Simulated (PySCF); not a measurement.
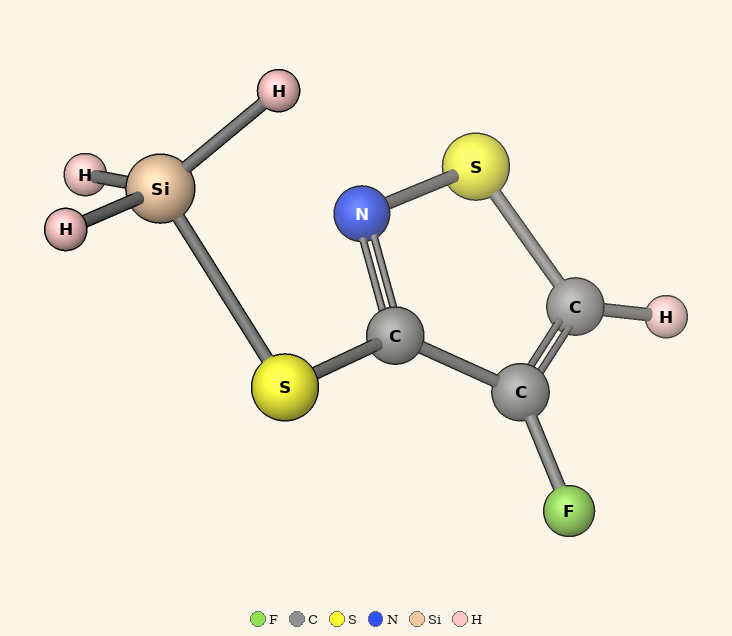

Orthographic view. Depth is shown by fading: the farther an atom, the more it takes the colour of the background. Geometry: a frame of a GFN2-xTB molecular-dynamics simulation, not a minimum.

> Give the standard InChI.

InChI=1S/C3H4FNS2Si/c4-2-1-6-5-3(2)7-8/h1H,8H3
